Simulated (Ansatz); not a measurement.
CHAlS (SMILES [CH-]1[Al][S]1) (charge −1, doublet)

Input

```
crystal:
  periodic: [false, false, false]
  atoms:
    - symbol: C
      position_ang: [-0.182527, -0.038923, -0.286339]
    - symbol: Al
      position_ang: [1.535805, 0.817706, -0.325436]
    - symbol: S
      position_ang: [-0.712144, 1.547701, 0.281396]
    - symbol: H
      position_ang: [-0.939914, -0.826164, -0.392113]
basis:
  gaussian:
    orbitals: def2-TZVPD
total_charge: -1
magnetization:
  spin_polarized: true
  initial_magnetization: 1
hamiltonian:
  xc: {name: PBE0}
output: {forces: true, orbitals: {seedname: orbitals}}
```

Run with:

```sh
ansatz run input.yaml --threads 1 --pin off --max-ram 2610MiB --events-out events.jsonl --progress --plain --runs-dir runs
```

Geometry: PBE0-D3(BJ)/def2-SVPD; the highest occupied orbital lies above zero, a sign that basis and functional describe the outermost electron poorly.

Level of theory: isolated molecule in a Gaussian basis; Kohn-Sham density functional theory, functional PBE0 (Ansatz 0.2.0).

Q: Predict the electron density, electron localisation function and spin density between the atoms.

A: C–S (1.77 Å): ρ is about 1.3 e/Å³ halfway; the ELF peaks at about 0.85 between the atoms (a covalent bond).
C–Al (1.92 Å): ρ at the midpoint is about 0.66 e/Å³; the ELF peaks at about 0.90 between the atoms: a shared but strongly polarised pair.
Al–S (2.44 Å): the density is about 0.4 e/Å³ at the midpoint, with its minimum of 0.29 e/Å³ about 0.9 Å from Al; the ELF peaks at about 0.70 in the valence shell of S, 0.9 Å from its nucleus, and is about 0.50 at the midpoint.
C–H (1.10 Å): the density is about 1.9 e/Å³ at the midpoint; the ELF climbs to about 1 towards the hydrogen, as it does in any bond to H (a covalent bond by its length).
The unpaired spin (1 electron) lies mostly on C1 (about 0.5), S3 (about 0.4) and Al2 (about 0.1), in electrons by Hirshfeld's partition.

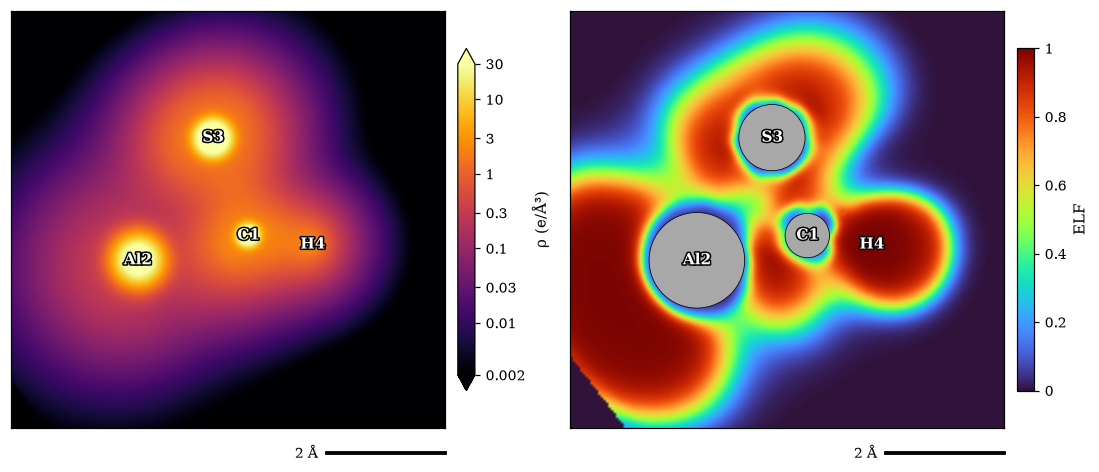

Computed electron density and electron localisation function on the molecular plane, in this order. Grey discs cover the atomic cores in the ELF map. 
